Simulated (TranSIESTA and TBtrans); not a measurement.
Device: Cu chain bridged by a linear CO unit along the axis. Leads: straight Cu chain, spacing 2.3 Å. Geometry: as built, not relaxed.

Computed with TranSIESTA and TBtrans, PBE, SZP numerical orbitals (energy shift 0.15 eV), PseudoDojo norm-conserving scalar-relativistic potentials, mesh cutoff 200 Ry, 300 K, spin-polarised (collinear), no spin-orbit coupling; self-consistent non-equilibrium Green functions.

Energies count from the leads' Fermi level. Transmissions are for each spin. The energy step is 0.01 eV; narrower resonances are cut or missed.

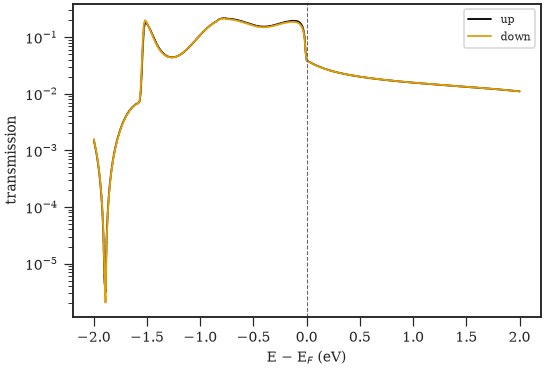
Transmission against energy

```csv
E (eV),T up,T down,lead channels up,down
-2.00,0.0015,0.0016,1,1
-1.80,0.0011,0.0010,1,1
-1.60,0.0066,0.0065,1,1
-1.40,0.070,0.068,3,3
-1.20,0.048,0.048,3,3
-1.00,0.11,0.11,3,3
-0.80,0.21,0.21,band edge,band edge
-0.60,0.19,0.18,4,4
-0.40,0.15,0.15,band edge,band edge
-0.20,0.19,0.18,4,4
0.00,0.039,0.038,1,1
0.20,0.026,0.026,1,1
0.40,0.021,0.022,1,1
0.60,0.019,0.019,1,1
0.80,0.017,0.017,1,1
1.00,0.016,0.016,1,1
1.20,0.015,0.015,1,1
1.40,0.014,0.014,1,1
1.60,0.013,0.013,1,1
1.80,0.012,0.012,1,1
2.00,0.011,0.011,1,1
```

Moments were seeded on the central atoms alone, and one start was tried. The leads' channel count changes near -0.01 eV, within the thermal window, so values at the Fermi level hang on where that band edge falls. The straight chain is held at its spacing; free chains may zigzag or dimerise.
